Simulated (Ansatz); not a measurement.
```
Al Cu
1.0
     2.82409    0.00000    0.00000
    -1.41204    2.44573    0.00000
     0.00000    0.00000   22.43095
Al Cu
8 2
Direct
  0.33333 0.66667 0.89405
  0.33333 0.66667 0.10595
  0.33333 0.66667 0.31869
  0.33333 0.66667 0.50000
  0.33333 0.66667 0.68131
  0.66667 0.33333 0.00000
  0.66667 0.33333 0.21281
  0.66667 0.33333 0.78719
  0.66667 0.33333 0.41005
  0.66667 0.33333 0.58995
```

Space group P-6m2; a structure generated by program, which may or may not match a known phase; computed pressure about −5 GPa in this cell; computed without spin polarisation.

All numbers below come from DFT LDA, scalar-relativistic, plane waves, PAW in Ansatz.

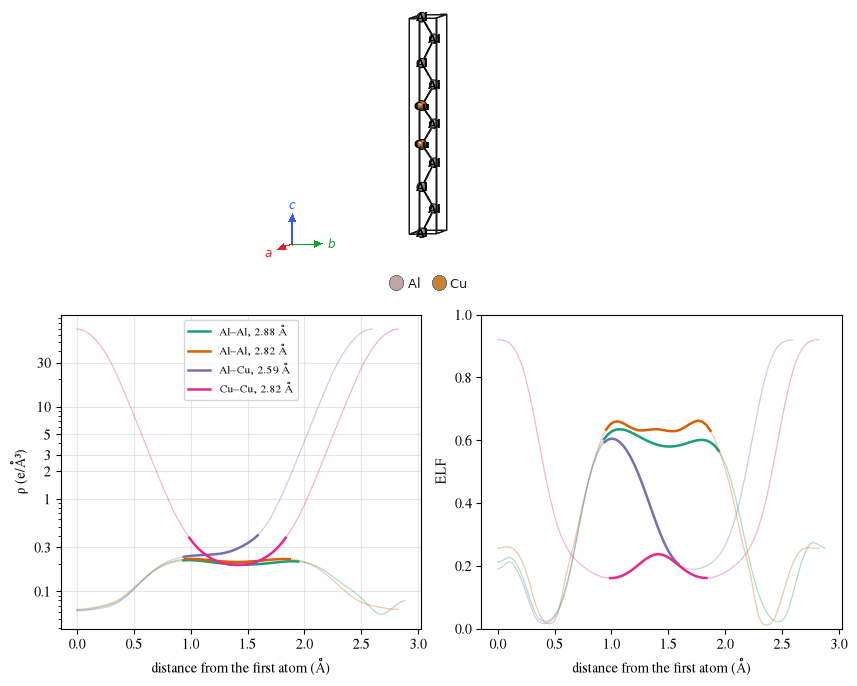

Al4Cu. Valence pseudo-density and ELF along straight lines between neighbouring atoms. Thin, pale parts lie inside the atomic spheres. The structure is drawn too.

In a PAW calculation such maps are meaningful between the atoms, not at the nuclei.

Q: What can be read from the curves?

A: Al–Al (2.88 Å): ρ at the midpoint is about 0.19 e/Å³; the ELF peaks at about 0.65 between the atoms.
Al–Al (2.82 Å): the density is about 0.21 e/Å³ at the midpoint; the ELF peaks at about 0.65 between the atoms.
Al–Cu (2.59 Å): ρ is about 0.26 e/Å³ halfway; the ELF peaks at about 0.60 between the atoms.
Cu–Cu (2.82 Å): the density is about 0.19 e/Å³ at the midpoint; the ELF is about 0.25 at the midpoint (no shared electron pair shows on this line).
